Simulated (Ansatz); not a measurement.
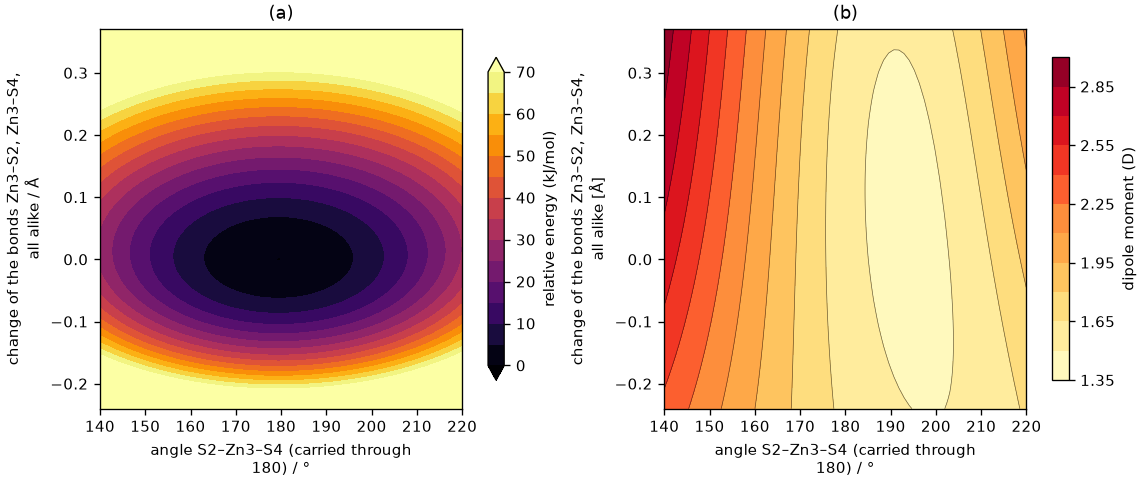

CH₄S₂Zn, SMILES C[S][Zn][SH]. The first coordinate is: angle S2–Zn3–S4 (carried through 180); the second: change of the bonds Zn3–S2, Zn3–S4, all alike. Nothing is relaxed (all other coordinates rigid). The grid has 11 × 11 points. Points are written as (first, second). All energies are given in kJ/mol relative to the lowest grid point. The calculation used Ansatz 0.2.0, RKS PBE-D4/def2-SVP.

Panel (a) is the energy and panel (b) the computed dipole moment on the same grid.

The picture shows filled contours, one colour for all values above the top of the scale. Between grid points the surface is interpolated.

### How does the dipole moment vary over the map, and what is it at the lowest grid point?

Leaving out the highest fifth of the energies, it runs from 1.45 D at (196°, 0.065 Å) to 2.85 D at (140°, 0.249 Å). At the lowest grid point, (180°, 0.004 Å), it is 1.57 D.
